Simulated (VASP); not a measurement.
Band structure of Cu (space group Fm-3m). These are PBE GGA, VASP's PBE PAW potentials (set 64) (plane waves; VASP) values and carry that method's errors.

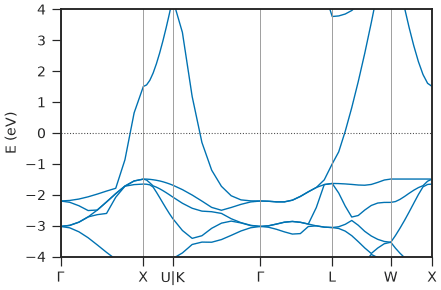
*Bands along high-symmetry lines, zero at the valence-band maximum or, without a gap, the Fermi level*

**Question.** Read the plot: is there a gap, and where are the band edges?

**Answer.** It has no gap at this level: it comes out as a metal or semimetal.

The structure comes from a computed database's Cu entry; how it stands against other phases isn't given here. The cell was not relaxed at this level.
